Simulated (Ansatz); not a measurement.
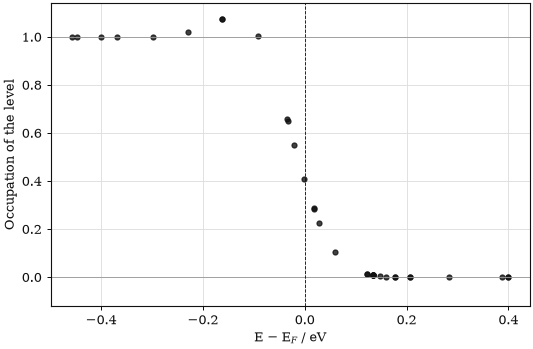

Occupations of the one-electron levels of the k mesh against their energy, from a run on Ta₃Cd, space group Pm-3m, 4 atoms in the cell, with Ansatz.

> Name the smearing function and its width.

cold (Marzari-Vanderbilt) smearing with a width of 0.1 eV. The occupations overshoot 1 below the Fermi level (up to 1.08) but never turn negative, and they are not symmetric about it.
